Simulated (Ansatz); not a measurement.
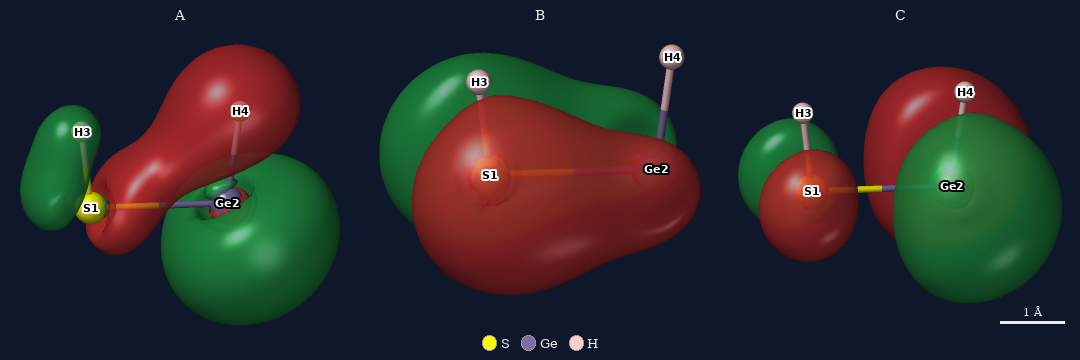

GeH₂S. Three frontier orbitals at ±0.1 Å⁻³ᐟ² (green and red are the two phases), in no order.

Level of theory: RKS B3LYP-D4/def2-SVP (Ansatz).

### Order the three orbitals by energy and name them.

B is the HOMO−1 (−7.61 eV). Its weight (Hirshfeld) is mainly on S1 (about 80 %) and Ge2 (about 15 %); it changes sign across the molecular plane (π type). A is the HOMO (−6.89 eV). Its weight (Hirshfeld) is mainly on Ge2 (about 70 %), H4 (about 20 %) and S1 (about 10 %); it is symmetric in the molecular plane (an in-plane orbital: σ, lone-pair or in-plane π type). C is the LUMO (−2.73 eV). It lies mainly on Ge2 (about 80 %) and S1 (about 15 %); it changes sign across the molecular plane (π type).

### What is the HOMO–LUMO gap?

4.16 eV between the orbital energies.
